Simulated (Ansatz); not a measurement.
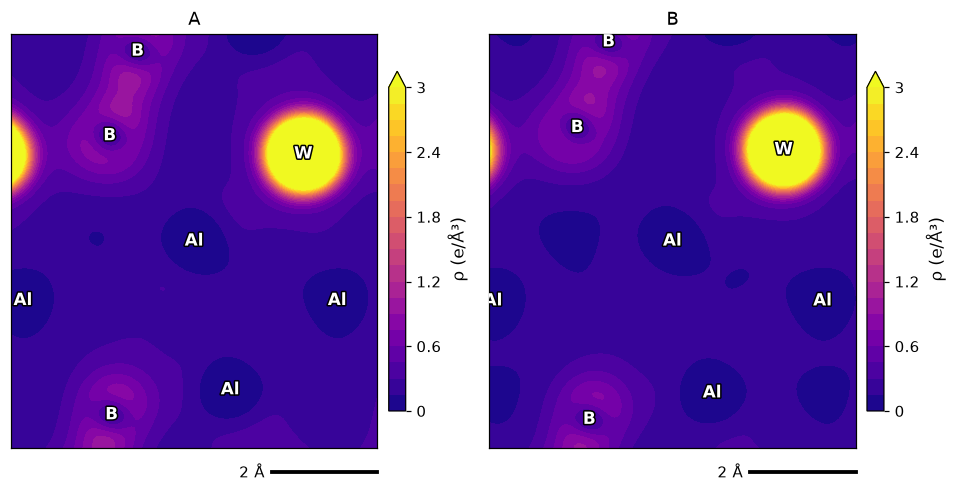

Al₃B₂W. The valence charge density (pseudo) of two cells that differ in size and shape, on the (11̄0) plane of each (indices in the axes of the calculation cell), at one length scale and on one colour scale; one has 10.7 and the other 12.1 Å³ an atom.

Theory: DFT PBE, scalar-relativistic, plane waves, PAW (Ansatz 0.2.0).

In a PAW calculation such maps are meaningful between the atoms, not at the nuclei.

Which is the denser cell? Describe the effect of the change.

Answer. Panel A is the smaller cell, by 12 % in volume. From the larger cell to the smaller, B–B goes from 1.73 to 1.69 Å, and the density at its midpoint from 0.87 to 0.94 e/Å³; the pressure goes from 0.0 to 27 GPa.
